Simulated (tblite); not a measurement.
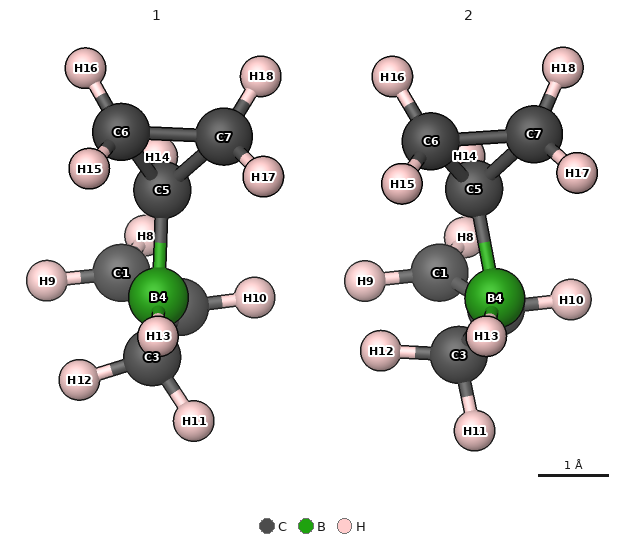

Two geometries of C$_{6}$H$_{11}$B, drawn at one scale. One is the start of a relaxation, the other its converged end. A ball-and-stick model, seen from a free direction.

All numbers below come from GFN2-xTB geometry optimisation, gas phase in tblite. 

**Which of the two is the end point?**

Structure 1 is the relaxed one. An H atom moves most after the best rigid fit: 0.47 Å. By element the largest moves are H 0.47 Å, B 0.35 Å, C 0.14 Å. Near-neighbour distances that change, for instance: B–C 1.602 → 1.540 Å, C–C 1.461 → 1.494 Å, B–C 1.615 → 1.585 Å, C–H 1.108 → 1.080 Å. Bond angles that change, for instance: B–C–C 110.3° → 120.1°, C–B–C 111.7° → 121.0°, C–C–H 123.1° → 115.1°. Over 83 geometry steps the energy falls by 15.0 kcal/mol. Cost: 0.44 s on 1 thread of Arm Neoverse V1, on a shared host.
